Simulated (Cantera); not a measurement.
A closed system holds: 1 mol CS₂, 3 mol O₂, equilibrated at 0.100 bar.

Method: chemical equilibrium by Gibbs-energy minimisation in Cantera with the NASA 1993 tables (ideal gas, pure condensed phases). Candidate condensed phases: C, S; 22 gas species. Rates play no part.

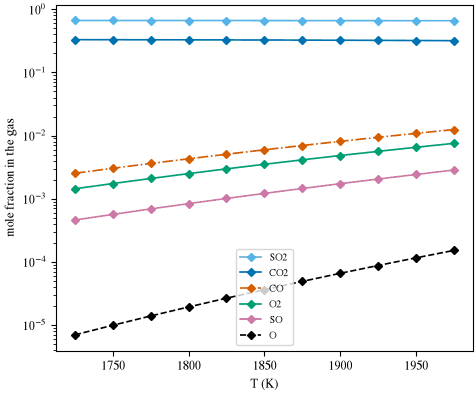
Figure. Equilibrium gas composition (values under 1e-9 drawn at 1e-9)

From 1725 K to 1975 K nothing is condensed. The main C-bearing gas is CO₂ throughout.
